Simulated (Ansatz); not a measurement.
Effect of Hg → Au on HgTe

Take HgTe in the zinc blende structure (space group F-43m, No. 216; a = 6.573 Å) as the base.

It is then changed as follows: every Hg is replaced by Au; the structure is relaxed again.

Computed with plane-wave PAW DFT at the r2SCAN level (Ansatz, a quantum-chemistry and plane-wave program, 500 eV), spin-orbit coupling left out, earlier PAW set. Settings: 13×13×13 k-points, 0.05 eV Fermi–Dirac smearing, for the changed cell.

The density increases by 1.334 g/cm³ to 9.01 g/cm³ and the lattice parameter a drops by 0.365 Å, from 6.573 Å to 6.208 Å. The space group is still F-43m (No. 216) and the band gap is still zero.

Final structure:

```
AuTe
1.0
    0.00000     3.10418     3.10418
    3.10418     0.00000     3.10418
    3.10418     3.10418     0.00000
Te Au
1 1
Cartesian
  4.65627   4.65627   4.65627
  0.00000   0.00000   0.00000
```

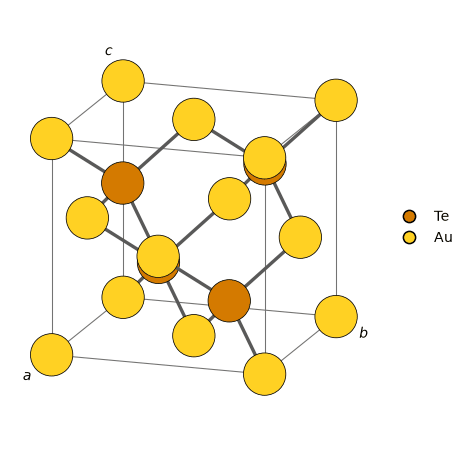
*The relaxed conventional cell after the change*

With Hg and Te present, leaving out spin-orbit coupling can change the band edges. Whether these cells are dynamically stable was not tested. As relaxed here, AuTe is a hypothetical phase, not in the database extracts checked. The final runs are not spin-polarised. An odd electron count without spin: AuTe. The zero or small gap of HgTe can change with the level of theory.
